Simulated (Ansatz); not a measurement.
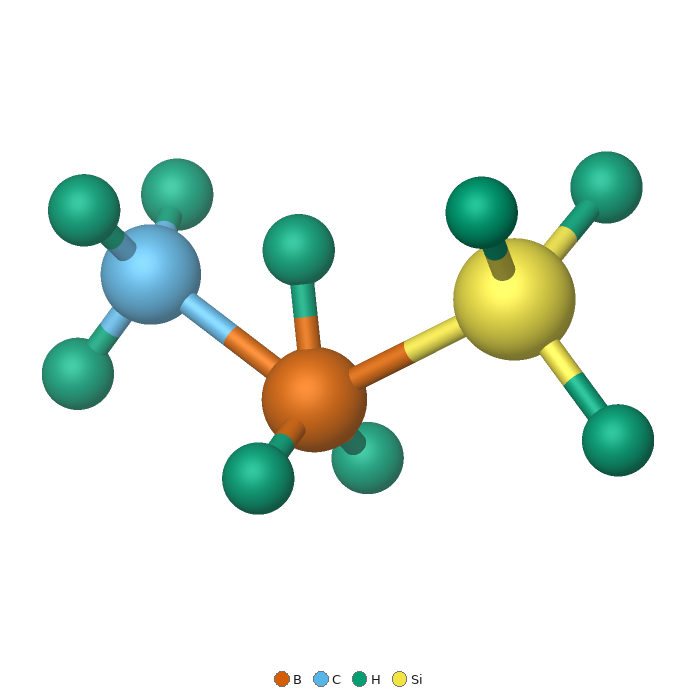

The computed structure is the end point of a PBE0-D4/def2-TZVP saddle-point search. Properties computed with RKS PBE0-D4/def2-TZVPP (Ansatz 0.2.0).

What does the calculation give?

The species is CH9BSi.
- HOMO energy (Kohn–Sham orbital): −7.76 eV
- LUMO energy (Kohn–Sham orbital): −0.12 eV
- HOMO–LUMO gap: 7.64 eV
